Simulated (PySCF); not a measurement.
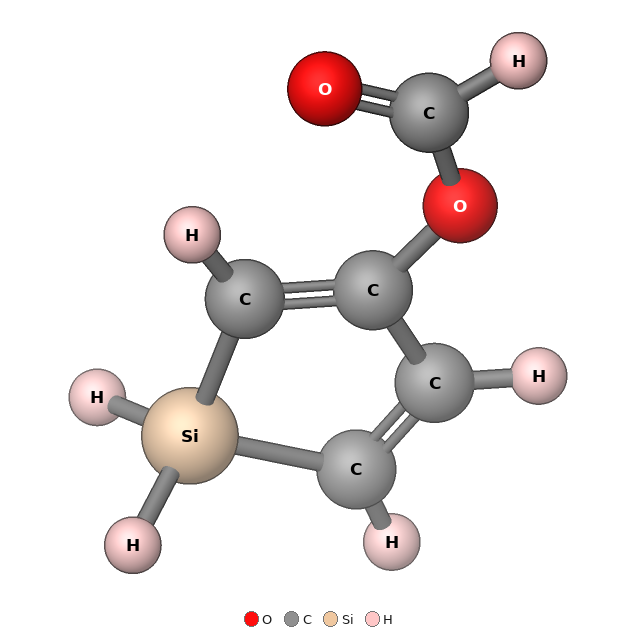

Orthographic view. Distant atoms are faded towards the background colour. The computed structure is the end point of a PBE0-D3(BJ)/def2-SVP optimisation. No frequency run is at hand to confirm it as a minimum.

**Write the InChI string.**

InChI=1S/C5H6O2Si/c6-4-7-5-1-2-8-3-5/h1-4H,8H2
